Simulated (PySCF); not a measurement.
The calculation's input:

```
import pyscf.grad
from pyscf import gto, dft

molecule = gto.M(
    atom='''
B      0.104108    -0.105034     0.228218
Cl    -0.855281    -0.408654    -1.683411
Si    -1.783643    -0.678201     0.295492
H      0.986308    -0.931715     0.287974
H      0.377916     1.073115     0.274903
''',
    max_memory=3720,
    verbose=3,
    basis='def2-tzvpd',
    charge=0,
    spin=0,
)

myscf = dft.RKS(molecule)
myscf.xc = 'pbe0'
myscf = myscf.density_fit(auxbasis='def2-universal-jkfit')
myscf.conv_tol = 1e-09
myscf.max_cycle = 100
myscf.grids.level = 3
myscf.kernel()
if not myscf.converged:
    myscf = myscf.newton().run(myscf.mo_coeff, myscf.mo_occ)

energy = myscf.e_tot
print('E = %.10f Eh' % energy)
grad = myscf.Gradients().kernel()
myscf.analyze()
```

Command:

```sh
OMP_NUM_THREADS=2 python job.py
```

Geometry: PBE0-D3(BJ)/def2-SVP.

The calculation used Gaussian-basis quantum chemistry of an isolated molecule with PySCF, energy and nuclear gradient, functional PBE0 (PySCF 2.14.0).

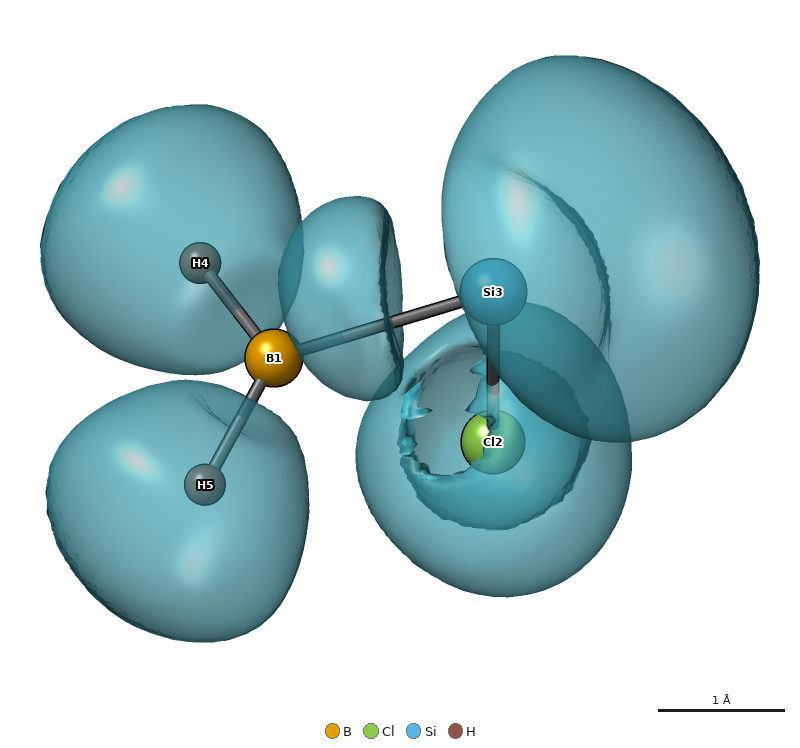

BClH2Si. Isosurface of the ELF at 0.8 (cyan), seen at an oblique angle. Core shells and regions of very low density are left out.

Question: Identify the bonds, lone pairs and shells in this picture.

Answer: The ELF exceeds this value in one region between bonded B–Si atoms (shared pairs), two regions around hydrogen nuclei, one lobe on Si, pointing away from the bonds (lone pairs) and one region wrapped around Cl (its lone pairs, merged into a ring or cap).

Values along the shortest contacts:
Si–B (1.97 Å): the ELF peaks at about 0.95 between the atoms, as expected for localised, covalent bonding. Si–Cl (2.20 Å): the ELF peaks at about 0.85 between the atoms (a polar covalent bond).
